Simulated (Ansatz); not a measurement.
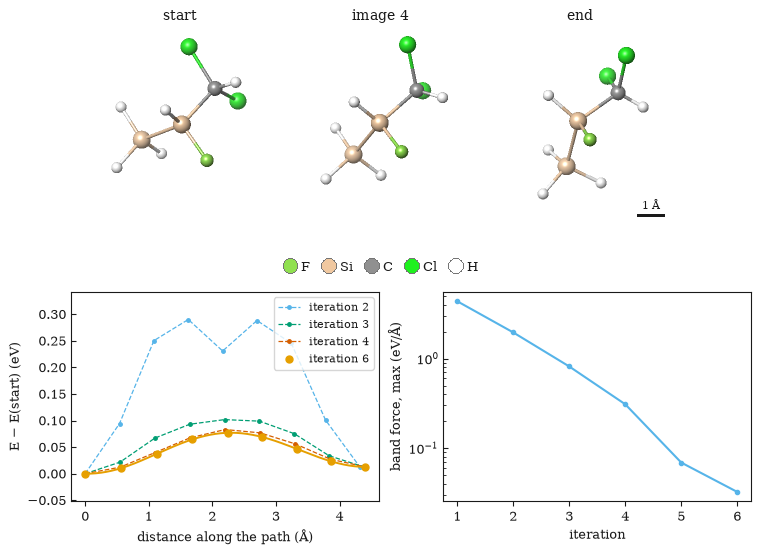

NEB run on CH$_{5}$Cl$_{2}$FSi$_{2}$. Images are numbered from 0 (start) to 8 (end). The plot follows the band through its iterations. Style: ball-and-stick. Shown from a free direction.

These are results of RKS PBE0-D4/6-31G in Ansatz, not measurements. Set-up: 7 movable images; climbing image; force threshold 0.05 eV/Å; iteration limit 32; starting path through a guess of the saddle point.

Question: How did the profile develop, and is the result final?

Answer: The result is final at these settings. The band converged in 6 iterations. The largest component of the band force went from 4.4 to 0.032 eV/Å. The climbing image converged on the top of the path. Its vibrational analysis gives one imaginary mode (35i cm⁻¹), as a transition state must have. The first iteration put the highest image at 1.054 eV. The energy climbs by 0.077 eV to image 4 and then falls by 0.064 eV, so the end point sits at +0.013 eV.

Limits of the set-up: the basis has no polarisation functions, which atoms past neon need.

The run took 3.9 min on 1 thread of Arm Neoverse V2 (shared host), peak memory 0.22 GiB.
